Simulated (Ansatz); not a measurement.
# Amorphous Si2O: valence band and core levels, part 3 of 8

Aim: make a small model of amorphous Si2O and see how disorder spreads its core levels and valence spectrum.

Ansatz 0.2.0; DFT, PBE, plane-wave PAW, scalar-relativistic; PAW set soft_1.

So far. Step 3 (Dynamics at 3200 K): Beyond half the shortest lattice vector, 4.6 Å, g(r) counts periodic images.

## (4) Dynamics at 1760 K

A short run with the thermostat set to 1760 K, starting from rest and too brief to equilibrate, lets it settle further; the cutoff and mesh are cut down, since only a plausible structure is wanted.

Contents of input.yaml:

```yaml
crystal:
  lattice:
    - [9.1363297067, 0.0, 0.0]
    - [0.0, 9.1363297067, 0.0]
    - [0.0, 0.0, 9.1363297067]
  atoms:
    - { symbol: Si, position: [0.4414744439, 0.3172146702, 0.436853637] }
    - { symbol: Si, position: [0.039318163, 1.2826679579, 0.9312746867] }
    - { symbol: Si, position: [0.8253575659, 0.6833895947, 0.5940215578] }
    - { symbol: Si, position: [0.2323279503, 0.1088765891, 0.7512385785] }
    - { symbol: Si, position: [0.831875838, -0.2593699355, 0.1407212921] }
    - { symbol: Si, position: [0.144060458, 0.2221017605, 0.3868187207] }
    - { symbol: Si, position: [0.6995455868, 0.5717563997, -0.0124407272] }
    - { symbol: Si, position: [1.0297632337, 0.4931393081, 0.3298159896] }
    - { symbol: Si, position: [0.7533094465, 0.4492579316, 0.2368195086] }
    - { symbol: Si, position: [1.0957839778, 0.3690543318, 0.6341641574] }
    - { symbol: Si, position: [0.3086549983, 0.4028471065, 0.8586387514] }
    - { symbol: Si, position: [0.6920988231, 0.9162064412, 0.7353581198] }
    - { symbol: Si, position: [0.5526161958, 0.7656987723, 0.5820146179] }
    - { symbol: Si, position: [0.9763488993, 1.1167582332, 0.5015288323] }
    - { symbol: Si, position: [0.1283587838, 0.6883852032, 0.7200397178] }
    - { symbol: Si, position: [0.9547912515, 0.9290936583, -0.0858782193] }
    - { symbol: Si, position: [0.2012978739, 0.8161391666, 0.1209821975] }
    - { symbol: Si, position: [0.2260214166, 0.3484844386, 0.1281815857] }
    - { symbol: Si, position: [0.0394787133, 0.5740643382, 0.0181860691] }
    - { symbol: Si, position: [0.9109823763, 0.4897682845, 0.840260892] }
    - { symbol: Si, position: [0.8104120976, 1.1920069819, 0.8339722254] }
    - { symbol: Si, position: [0.9160106906, 1.059303507, 0.1910600874] }
    - { symbol: Si, position: [0.4513913646, 0.6838800056, 0.879932887] }
    - { symbol: Si, position: [-0.0040338511, 0.8952287094, 0.6643402927] }
    - { symbol: Si, position: [0.6196421154, 0.2337372303, 1.1197641557] }
    - { symbol: Si, position: [0.2507263369, 0.5585767253, 0.474799686] }
    - { symbol: Si, position: [0.6349364225, 0.2111874595, 0.5042195283] }
    - { symbol: Si, position: [0.2834358256, 0.8903906796, 0.8840256084] }
    - { symbol: O, position: [0.3920058244, 0.6979095536, 0.5915550377] }
    - { symbol: O, position: [0.202072399, 0.5266082298, 0.0830616235] }
    - { symbol: O, position: [-0.0466863639, -0.0575099342, 0.4861616873] }
    - { symbol: O, position: [0.7149070058, 0.1564091346, 0.9830019089] }
    - { symbol: O, position: [0.3282062005, -0.2699444553, 0.1921801147] }
    - { symbol: O, position: [0.5500401839, 0.3993778752, 0.2502674439] }
    - { symbol: O, position: [0.836837662, 0.3565688306, 0.7437580995] }
    - { symbol: O, position: [0.4502983658, 0.9544681821, 0.8274296369] }
    - { symbol: O, position: [0.7401806682, 0.1755872761, 0.2726066947] }
    - { symbol: O, position: [0.4820701728, 0.1302325821, 0.4552517038] }
    - { symbol: O, position: [0.3613351448, 0.2439914491, 0.7589297914] }
    - { symbol: O, position: [0.6943967042, 1.1097888853, 0.706223678] }
    - { symbol: O, position: [0.4343979969, 0.1865927636, 1.1354777584] }
    - { symbol: O, position: [0.6701752462, 0.6670606539, 0.4728184946] }
kpoints:
  mp_grid: { grid: [1, 1, 1] }
scf:
  occupations: { method: fermi_dirac, width: 0.1 }
  n_extra_bands: 27
hamiltonian:
  xc: pbe
  pseudopotentials: { kind: paw, azcp: { folder: soft_1 } }
output:
  forces: true
basis:
  ecutwfc: 320
md:
  timestep: 1.5
  n_steps: 396
  ensemble: nvt_langevin
  temperature: 1760
  seed: 2
```

On the command line:

```
$ ansatz run input.yaml --threads 8 --pin off --max-ram 23552MiB --backend cpu --events-out ev --progress --plain --runs-dir out
```

Numbers of over 12 decimals in the logs are rounded to 6 here.

What it wrote:

```text
[...]
Crystal: 42 atoms, lattice volume = 762.632 Å³
Basis set: ecut = 320 eV, 9843 PW (Γ), exchange–correlation on 108×108×108 points (8 copies of the dense FFT grid, shifted against one another)
Bands: 125, of which v1, the nominal top of the filled ones, is band 98 counted from 1 (97 counted from 0)
Symmetry: 1 space group operations
k-points: 1
[...]
SCF iter   1: F=—  HF=-25727.377043 eV  |F-HF|=—  |Δ(HF+E_count)|=         —  Δρ=4.62e-2  dr2=3.73e1  ethr=3.10e-3  ⟨swp⟩=9.0  Hψ=718  notcnv=0
[...]
SCF iter  12: F=-25720.649758 eV  HF=-25720.649758 eV  |F-HF|=5.02e-9  |Δ(HF+E_count)|=  4.26e-10  Δρ=9.67e-7  dr2=9.72e-9  ethr=2.14e-11  ⟨swp⟩=4.0  Hψ=409  notcnv=0
SCF 1 converged in 12 iterations: F = -25720.649758 eV  dr2 = 9.72e-9
[...]
md step     0: t =     0.00 fs  T =     0.0 K  F+E_penalty+E_count = -25720.64975794 eV  E_kin = 0.000000 eV  (12 SCF iters)
[...]
SCF iter   7: F=-25720.752149 eV  HF=-25720.752149 eV  |F-HF|=5.38e-9  |Δ(HF+E_count)|=   3.35e-9  Δρ=9.85e-7  dr2=9.63e-9  ethr=2.14e-11  ⟨swp⟩=4.0  Hψ=394  notcnv=0
SCF 2 converged in 7 iterations: F = -25720.752149 eV  dr2 = 9.63e-9
md step     1: t =     1.50 fs  T =    81.1 K  F+E_penalty+E_count = -25720.75214938 eV  E_kin = 0.440398 eV  (7 SCF iters)
[...]
SCF iter   8: F=-25721.011022 eV  HF=-25721.011022 eV  |F-HF|=6.42e-9  |Δ(HF+E_count)|=  8.95e-10  Δρ=8.52e-7  dr2=9.69e-9  ethr=2.14e-11  ⟨swp⟩=4.0  Hψ=414  notcnv=0
SCF 3 converged in 8 iterations: F = -25721.011022 eV  dr2 = 9.69e-9
[...]
md step     2: t =     3.00 fs  T =   177.3 K  F+E_penalty+E_count = -25721.01102244 eV  E_kin = 0.962658 eV  (8 SCF iters)
[... from here on, the SCF cycles and remarks between the steps are left out ...]
md step     3: t =     4.50 fs  T =   272.9 K  F+E_penalty+E_count = -25721.36167360 eV  E_kin = 1.481720 eV  (8 SCF iters)
md step     4: t =     6.00 fs  T =   422.8 K  F+E_penalty+E_count = -25721.82957819 eV  E_kin = 2.295506 eV  (8 SCF iters)
md step     5: t =     7.50 fs  T =   570.8 K  F+E_penalty+E_count = -25722.41265844 eV  E_kin = 3.098688 eV  (7 SCF iters)
md step     6: t =     9.00 fs  T =   688.3 K  F+E_penalty+E_count = -25723.02492357 eV  E_kin = 3.736694 eV  (7 SCF iters)
md step     7: t =    10.50 fs  T =   817.4 K  F+E_penalty+E_count = -25723.60536173 eV  E_kin = 4.437624 eV  (7 SCF iters)
md step     8: t =    12.00 fs  T =   974.4 K  F+E_penalty+E_count = -25724.13198481 eV  E_kin = 5.289772 eV  (7 SCF iters)
md step     9: t =    13.50 fs  T =  1080.6 K  F+E_penalty+E_count = -25724.59427204 eV  E_kin = 5.866479 eV  (7 SCF iters)
md step    10: t =    15.00 fs  T =  1201.0 K  F+E_penalty+E_count = -25724.98899074 eV  E_kin = 6.520386 eV  (9 SCF iters)
md step    11: t =    16.50 fs  T =  1307.0 K  F+E_penalty+E_count = -25725.32420041 eV  E_kin = 7.095679 eV  (7 SCF iters)
md step    12: t =    18.00 fs  T =  1377.3 K  F+E_penalty+E_count = -25725.61248879 eV  E_kin = 7.477061 eV  (7 SCF iters)
md step    13: t =    19.50 fs  T =  1419.1 K  F+E_penalty+E_count = -25725.84783612 eV  E_kin = 7.704353 eV  (7 SCF iters)
md step    14: t =    21.00 fs  T =  1417.5 K  F+E_penalty+E_count = -25726.03443146 eV  E_kin = 7.695678 eV  (7 SCF iters)
md step    15: t =    22.50 fs  T =  1472.2 K  F+E_penalty+E_count = -25726.20088206 eV  E_kin = 7.992277 eV  (8 SCF iters)
md step    16: t =    24.00 fs  T =  1530.6 K  F+E_penalty+E_count = -25726.33220896 eV  E_kin = 8.309484 eV  (7 SCF iters)
md step    17: t =    25.50 fs  T =  1524.1 K  F+E_penalty+E_count = -25726.42031761 eV  E_kin = 8.274351 eV  (7 SCF iters)
md step    18: t =    27.00 fs  T =  1508.6 K  F+E_penalty+E_count = -25726.51378593 eV  E_kin = 8.190325 eV  (7 SCF iters)
md step    19: t =    28.50 fs  T =  1608.6 K  F+E_penalty+E_count = -25726.62883442 eV  E_kin = 8.732763 eV  (7 SCF iters)
md step    20: t =    30.00 fs  T =  1675.6 K  F+E_penalty+E_count = -25726.73305285 eV  E_kin = 9.096931 eV  (10 SCF iters)
md step    21: t =    31.50 fs  T =  1736.7 K  F+E_penalty+E_count = -25726.83933093 eV  E_kin = 9.428179 eV  (7 SCF iters)
md step    22: t =    33.00 fs  T =  1705.1 K  F+E_penalty+E_count = -25727.02012565 eV  E_kin = 9.257012 eV  (7 SCF iters)
md step    23: t =    34.50 fs  T =  1816.8 K  F+E_penalty+E_count = -25727.30102204 eV  E_kin = 9.863357 eV  (7 SCF iters)
md step    24: t =    36.00 fs  T =  1966.4 K  F+E_penalty+E_count = -25727.64708666 eV  E_kin = 10.675275 eV  (7 SCF iters)
md step    25: t =    37.50 fs  T =  1996.6 K  F+E_penalty+E_count = -25728.02135585 eV  E_kin = 10.839419 eV  (7 SCF iters)
md step    26: t =    39.00 fs  T =  2082.3 K  F+E_penalty+E_count = -25728.36150508 eV  E_kin = 11.304766 eV  (7 SCF iters)
md step    27: t =    40.50 fs  T =  2120.1 K  F+E_penalty+E_count = -25728.65074453 eV  E_kin = 11.509958 eV  (7 SCF iters)
md step    28: t =    42.00 fs  T =  2162.0 K  F+E_penalty+E_count = -25728.92681955 eV  E_kin = 11.737482 eV  (7 SCF iters)
md step    29: t =    43.50 fs  T =  2108.1 K  F+E_penalty+E_count = -25729.22451673 eV  E_kin = 11.444664 eV  (7 SCF iters)
md step    30: t =    45.00 fs  T =  2195.8 K  F+E_penalty+E_count = -25729.58080338 eV  E_kin = 11.920836 eV  (9 SCF iters)
md step    31: t =    46.50 fs  T =  2348.4 K  F+E_penalty+E_count = -25729.98405915 eV  E_kin = 12.749072 eV  (7 SCF iters)
md step    32: t =    48.00 fs  T =  2461.2 K  F+E_penalty+E_count = -25730.39193311 eV  E_kin = 13.361690 eV  (7 SCF iters)
md step    33: t =    49.50 fs  T =  2626.7 K  F+E_penalty+E_count = -25730.79291493 eV  E_kin = 14.260058 eV  (7 SCF iters)
md step    34: t =    51.00 fs  T =  2699.3 K  F+E_penalty+E_count = -25731.16121679 eV  E_kin = 14.654460 eV  (7 SCF iters)
md step    35: t =    52.50 fs  T =  2712.8 K  F+E_penalty+E_count = -25731.45770037 eV  E_kin = 14.727517 eV  (7 SCF iters)
md step    36: t =    54.00 fs  T =  2813.0 K  F+E_penalty+E_count = -25731.66804517 eV  E_kin = 15.271476 eV  (7 SCF iters)
md step    37: t =    55.50 fs  T =  2777.6 K  F+E_penalty+E_count = -25731.74747945 eV  E_kin = 15.079356 eV  (7 SCF iters)
md step    38: t =    57.00 fs  T =  2709.0 K  F+E_penalty+E_count = -25731.67773208 eV  E_kin = 14.707067 eV  (7 SCF iters)
md step    39: t =    58.50 fs  T =  2673.9 K  F+E_penalty+E_count = -25731.50733832 eV  E_kin = 14.516149 eV  (7 SCF iters)
[...]
md step    64: t =    96.00 fs  T =  1886.6 K  F+E_penalty+E_count = -25730.83036213 eV  E_kin = 10.242364 eV  (7 SCF iters)
md step    65: t =    97.50 fs  T =  1803.6 K  F+E_penalty+E_count = -25730.80241049 eV  E_kin = 9.791497 eV  (7 SCF iters)
md step    66: t =    99.00 fs  T =  1831.5 K  F+E_penalty+E_count = -25730.74210700 eV  E_kin = 9.943238 eV  (7 SCF iters)
md step    67: t =   100.50 fs  T =  1862.7 K  F+E_penalty+E_count = -25730.65162194 eV  E_kin = 10.112299 eV  (7 SCF iters)
md step    68: t =   102.00 fs  T =  1868.8 K  F+E_penalty+E_count = -25730.54887881 eV  E_kin = 10.145807 eV  (7 SCF iters)
md step    69: t =   103.50 fs  T =  1882.0 K  F+E_penalty+E_count = -25730.43071265 eV  E_kin = 10.216964 eV  (7 SCF iters)
md step    70: t =   105.00 fs  T =  1782.8 K  F+E_penalty+E_count = -25730.28874881 eV  E_kin = 9.678788 eV  (9 SCF iters)
md step    71: t =   106.50 fs  T =  1768.7 K  F+E_penalty+E_count = -25730.11307610 eV  E_kin = 9.602133 eV  (7 SCF iters)
md step    72: t =   108.00 fs  T =  1655.2 K  F+E_penalty+E_count = -25729.93173613 eV  E_kin = 8.985993 eV  (7 SCF iters)
md step    73: t =   109.50 fs  T =  1621.6 K  F+E_penalty+E_count = -25729.84782845 eV  E_kin = 8.803375 eV  (7 SCF iters)
md step    74: t =   111.00 fs  T =  1685.6 K  F+E_penalty+E_count = -25729.90450337 eV  E_kin = 9.151220 eV  (7 SCF iters)
SCF iter   1: F=—  HF=-25730.024439 eV  |F-HF|=—  |Δ(HF+E_count)|=         —  Δρ=3.98e-4  dr2=8.49e-4  ethr=7.38e-6  ⟨swp⟩=3.0  Hψ=347  notcnv=0  defer=1
[...]
SCF iter   7: F=-25730.024340 eV  HF=-25730.024340 eV  |F-HF|=2.99e-9  |Δ(HF+E_count)|=   1.42e-8  Δρ=6.20e-7  dr2=5.40e-9  ethr=2.14e-11  ⟨swp⟩=4.0  Hψ=424  notcnv=0
SCF 76 converged in 7 iterations: F = -25730.024340 eV  dr2 = 5.40e-9
md step    75: t =   112.50 fs  T =  1644.7 K  F+E_penalty+E_count = -25730.02434041 eV  E_kin = 8.928959 eV  (7 SCF iters)
SCF iter   1: F=—  HF=-25730.210515 eV  |F-HF|=—  |Δ(HF+E_count)|=         —  Δρ=4.59e-4  dr2=1.04e-3  ethr=4.33e-6  ⟨swp⟩=4.0  Hψ=394  notcnv=0  defer=1
[...]
SCF iter   6: F=—  HF=-25730.210115 eV  |F-HF|=—  |Δ(HF+E_count)|=   1.18e-8  Δρ=3.42e-6  dr2=1.33e-7  e
```

Elapsed: 5.2 min, on 8 threads of Arm Neoverse V2, shared host; peak memory 0.55 GiB.

The trajectory, sampled:

```
time (fs)  T (K)  potential (meV/atom)
      0.0      0                   0.0
     39.0   2082                -183.6
     79.5   2145                -263.5
    118.5   1884                -243.4
    159.0   1719                -300.3
    198.0   1501                -313.9
    237.0   1823                -352.4
    277.5   1880                -291.9
    316.5   1648                -289.4
    357.0   1442                -249.7
    396.0   2027                -306.7
    435.0   2019                -359.8
    475.5   1650                -375.1
    514.5   1477                -344.9
    555.0   1802                -379.3
    594.0   1361                -355.6
```

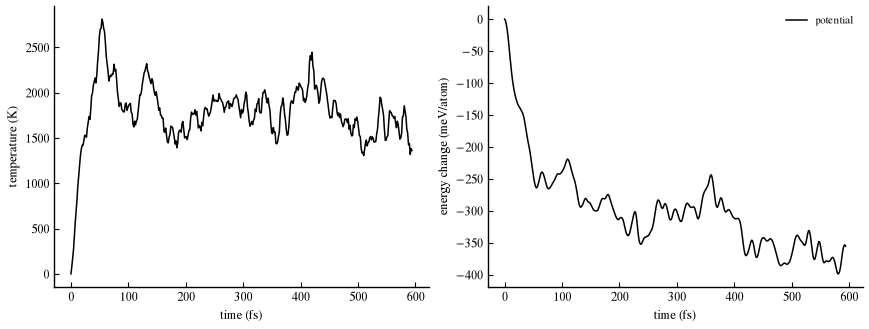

Temperature and energies against time.

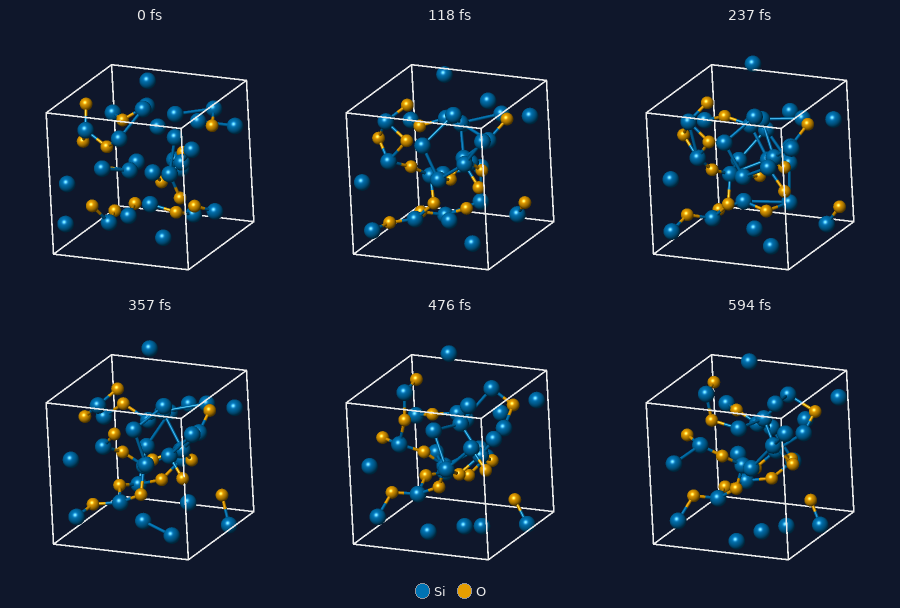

6 frames of the run. Bonds to atoms that aren't drawn are left out.

Mean square displacement at the end: Si 1.9 Å², O 1.9 Å².

The pair distribution g(r) has structure finer than the step of the table below, so its rows give means over 0.5 Å, whole bins alone (the curve runs from 0.0375 to 5.96 Å). Peaks (Å: height): Si–Si 2.36: 2.68, 2.89: 2.07, 3.11: 1.76, 3.79: 1.22, 4.84: 1.28, 4.99: 1.32, 5.74: 1.36; Si–O 1.61: 6.35, 3.34: 1.39, 3.94: 1.76, 4.99: 1.67; O–O 2.21: 1.69, 2.59: 4.93, 3.64: 1.64, 3.79: 1.87, 4.01: 2.12, 4.39: 1.61, 4.91: 1.63.

From the last frames. Pair distribution g(r) against r; means over each step:

```
r (Å)  Si–Si   Si–O    O–O
  1.0      0      0      0
  1.5      0   2.26      0
  2.0  0.295  0.877  0.249
  2.5   1.59  0.285   2.61
  3.0   1.42  0.780  0.481
  3.5  0.785   1.06  0.518
  4.0  0.993  0.998   1.31
  4.5  0.968  0.945  0.840
  5.0   1.13   1.16   1.10
  5.5  0.881   1.14  0.846
```

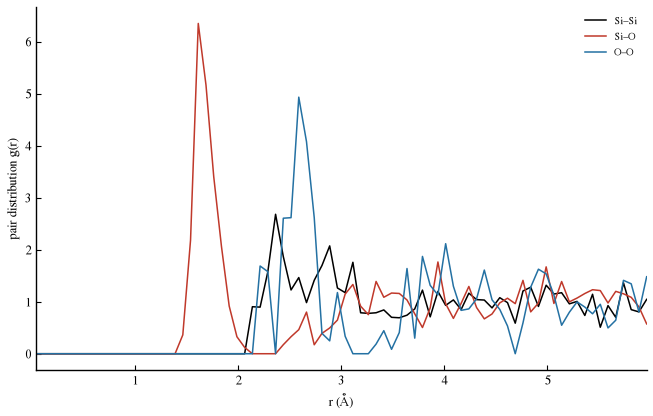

Pair distribution g(r), plotted against r.

Beyond half the shortest lattice vector, 4.6 Å, g(r) counts periodic images.

A gap read on the k-mesh alone can miss the band edges.

This step gave:

| Quantity | Value |
| --- | --- |
| free energy | -25735.5844 eV |
| energy at zero smearing | -25735.4515 eV |
| smearing term TS | 0.2657 eV |
| Fermi energy | 5.068 eV |
| gap on the k-mesh | 0.2744 eV |

[end of part 3 of 8]

[Logs are printed without paths, hosts, clocks, repeated set-up lines and the standing remarks that a program may print on its own settings, such as how far it seeks lower states.]

[Hosts, paths, dates, database ids (printed as entryN), source tags and the programs' standing remarks are cut or masked in the printed files.]

[Maps of the electrostatic potential energy from Ansatz leave out the sawtooth potential of an applied field or a dipole correction, so their vacuum need not be flat; work functions include it.]
